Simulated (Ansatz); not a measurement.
System: B3W.

Input file:

```
crystal:
  lattice:
    - [2.9186643969, 0.0, 0.0]
    - [0.0, 2.9186643969, 0.0]
    - [0.0, 0.0, 3.9341317289]
  atoms:
    - { symbol: B, position: [0.5, 0.5, 0.1781138765] }
    - { symbol: B, position: [0.0, 0.5, 0.4552271363] }
    - { symbol: B, position: [0.5, 0.0, 0.4552271363] }
    - { symbol: W, position: [0.0, 0.0, 0.9114362271] }
basis:
  ecutwfc: 420
kpoints:
  mp_grid: { grid: [16, 16, 12] }
hamiltonian:
  xc: pbe
scf:
  occupations: { method: gaussian, width: 0.1 }
output:
  forces: true
  stress: true
  eigenvalues: true
  write_density: true
  write_potential: true
  elf: true
  volumetric_format: npy
relax:
  adjacent_minimum: "off"
  f_tol: 0.01
  max_steps: 80
  cell: { stress_tol: 0.05 }
```

Command:

```sh
ansatz run input.yaml --threads 1 --pin off --max-ram 2560MiB --backend cpu --events-out ev --progress --plain --runs-dir out
```

Below, planes, directions and counts refer to the conventional cell (a = 2.92 Å, b = 2.92 Å, c = 3.93 Å, α = 90.00°, β = 90.00°, γ = 90.00°).

The fields are those of the relaxed geometry.

Space group P4mm; started from the Cu3Au (L1_2)_221 prototype, which need not be the ambient phase; changed on purpose from its base cell (the structure that the rattled Cu3Au (L1 2) type (Pm-3m, No. 221) fell into); computed without spin polarisation.

The calculation used Ansatz, DFT PBE, scalar-relativistic, plane waves, PAW.

Q: Predict the valence pseudo-density and electron localisation function between the atoms.

A: B–W (2.31 Å): ρ at the midpoint is about 0.57 e/Å³; the ELF peaks at about 0.80 in the valence shell of B, 0.8 Å from its nucleus, and is about 0.35 at the midpoint.
W–W (2.92 Å): ρ is about 0.33 e/Å³ halfway; the ELF is about 0.35 at the midpoint.
B–W (2.59 Å): ρ is about 0.34 e/Å³ halfway; the ELF peaks at about 0.50 in the valence shell of B, 0.8 Å from its nucleus, and is about 0.20 at the midpoint; no localised pair shows between them.

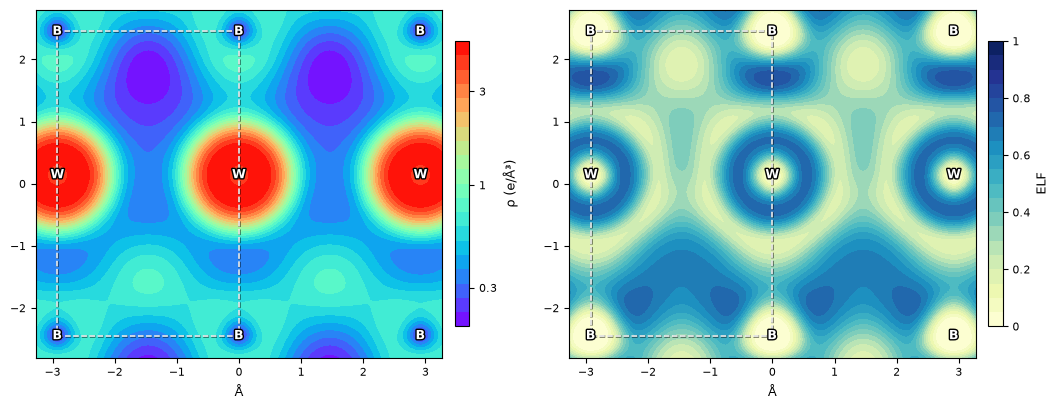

Computed valence pseudo-density and electron localisation function on the (101) plane of the conventional cell, in this order. Atoms just off the plane (B, 0.7 Å away) can leave unmarked features too.

Core electrons are frozen (PAW), and the valence fields are smoothed inside the atomic spheres.
